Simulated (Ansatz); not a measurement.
## Electronic structure of C₂H₅FOSi in real space

The calculation's input:

```
crystal:
  periodic: [false, false, false]
  atoms:
    - { symbol: C, position_ang: [-0.9917, -0.5734, 0.7035] }
    - { symbol: C, position_ang: [0.3442, -0.4962, 0.1709] }
    - { symbol: O, position_ang: [0.4259, -0.4908, -1.2596] }
    - { symbol: Si, position_ang: [1.0806, 0.9803, -0.6915] }
    - { symbol: F, position_ang: [-0.0655, 2.0749, -1.0872] }
    - { symbol: H, position_ang: [-1.754, 0.023, 0.054] }
    - { symbol: H, position_ang: [-1.0569, -0.0889, 1.6987] }
    - { symbol: H, position_ang: [-1.3435, -1.5491, 0.7607] }
    - { symbol: H, position_ang: [1.04, -1.0785, 0.7886] }
    - { symbol: H, position_ang: [2.4041, 1.1476, -1.1352] }
basis:
  gaussian: { orbitals: def2-SVP }
hamiltonian:
  xc: r2scan
  dispersion: d4
relax:
  f_tol: 0.02
  max_steps: 50
output:
  orbitals: {}
```

Launched as:

```sh
ansatz run input.yaml --threads 2 --pin off --max-ram 3072MiB --backend cpu --events-out ev --progress --plain --runs-dir out
```

The fields are those of the run's last geometry, not of the input's.

Computed with RKS r2SCAN-D4/def2-SVP (Ansatz).

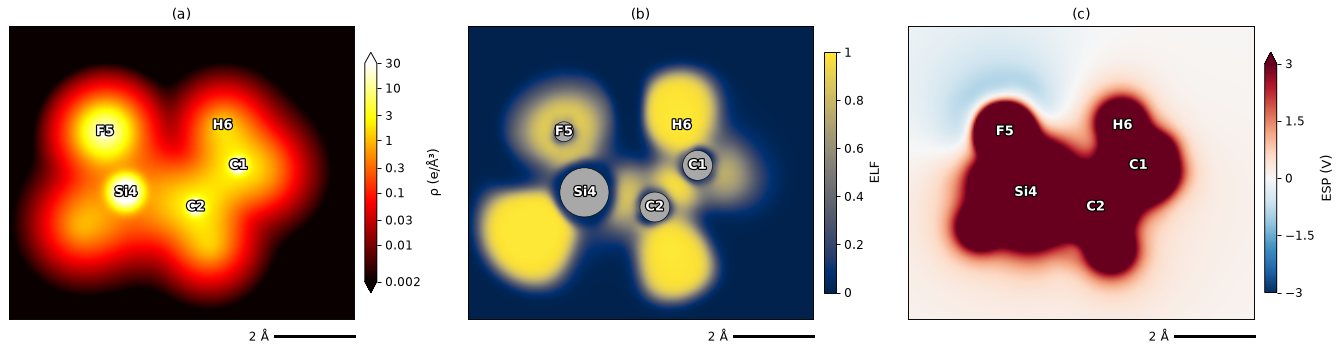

Figure 1. (a) total electron density; (b) ELF; (c) electrostatic potential on the plane of atoms C1, C2 and Si4. Grey discs cover the atomic cores in the ELF map.

### Read the bonding off the picture.

- The section cuts through C, Si, F and H sites.
- C–C (1.50 Å): ρ is about 1.7 e/Å³ halfway; the ELF peaks at about 0.95 between the atoms: localised, covalent bonding.
- Si–F (1.62 Å): ρ at the midpoint is about 1 e/Å³; the ELF peaks at about 0.85 in the valence shell of F, 0.6 Å from its nucleus, and is about 0.45 at the midpoint.
- C–Si (1.81 Å): the density is about 0.92 e/Å³ at the midpoint; the ELF peaks at about 0.85 between the atoms (a covalent bond).
- C–H (1.10 Å): ρ at the midpoint is about 1.9 e/Å³; the ELF climbs to about 1 towards the hydrogen, as it does in any bond to H: a covalent bond by its length.
- The ELF also peaks beside F5, away from the bonds: lone-pair regions.
- Outside the dense part of the molecule the potential is most negative (−0.9 V) near F5.

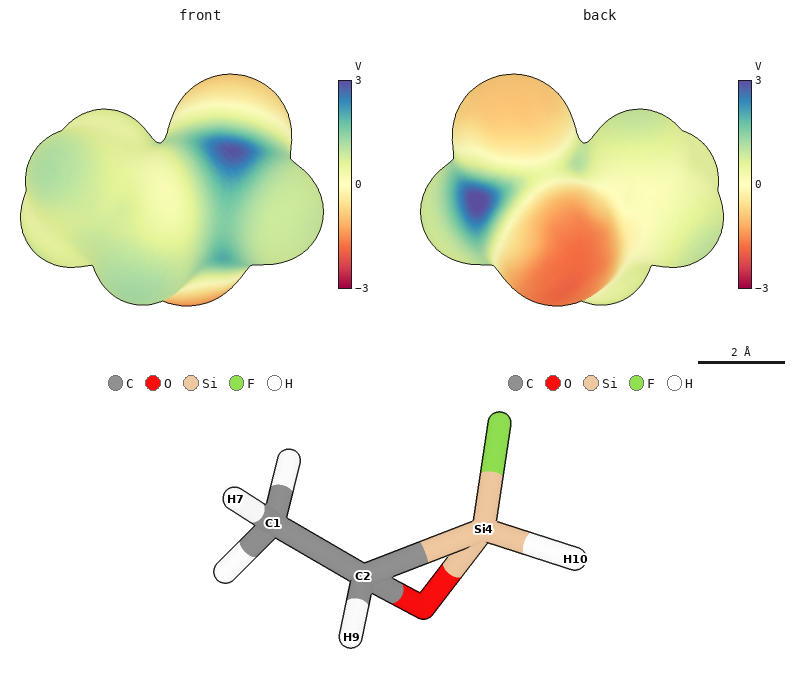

Figure 2. The electrostatic potential painted on the density surface at 0.004 e/bohr³, seen from the front and from behind; red is negative and blue positive. The bare structure is drawn below in the same view.

### Describe the electrostatic potential map.

The most negative region (about −1.9 V) lies over O3, the most positive (about +2.9 V) over Si4. O3 is the likeliest acceptor of a hydrogen bond.

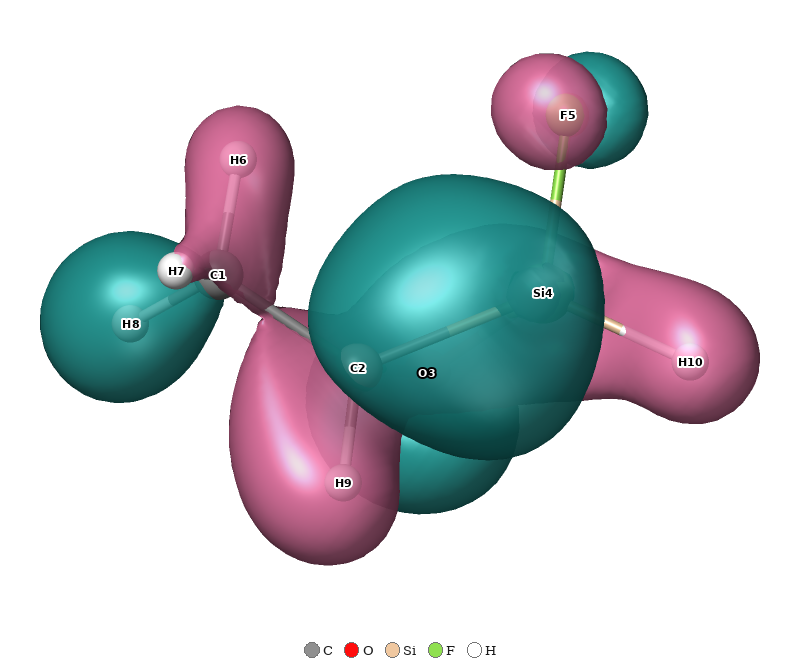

Figure 3. The HOMO at ±0.08 Å⁻³ᐟ² (teal and pink are the two phases), seen across its widest extent.

### Describe this orbital and give its energy.

It lies mainly on O3 (about 30 %), C2 (about 30 %) and Si4 (about 20 %). Its energy is −6.48 eV.

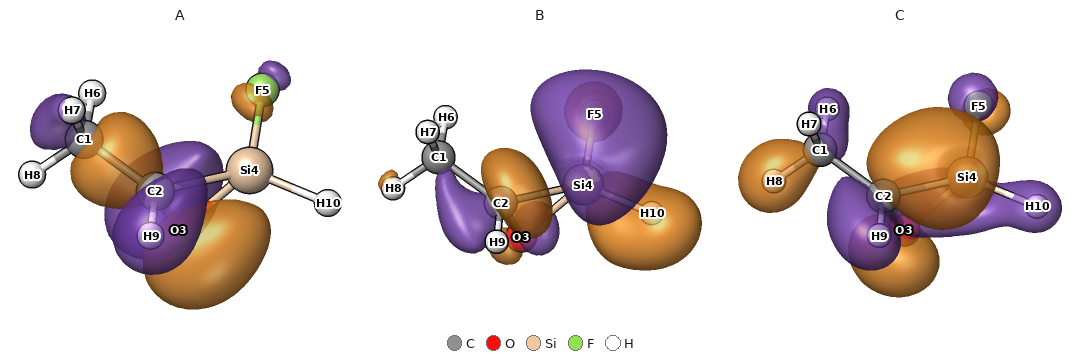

Figure 4. Three frontier orbitals at ±0.1 Å⁻³ᐟ² (orange and purple are the two phases), in no order.

### Which picture is the HOMO−1, the HOMO and the LUMO?

A is the HOMO−1 (−7.14 eV). Its weight (Hirshfeld) is mainly on O3 (about 65 %), C2 (about 10 %) and C1 (about 5 %). C is the HOMO (−6.48 eV). By Hirshfeld shares it lies mainly on O3 (about 30 %), C2 (about 30 %) and Si4 (about 20 %). B is the LUMO (−0.30 eV). It lies mainly on Si4 (about 55 %), C2 (about 15 %), H10 (about 10 %) and F5 (about 10 %).

### What is the HOMO–LUMO gap?

6.18 eV between the orbital energies.
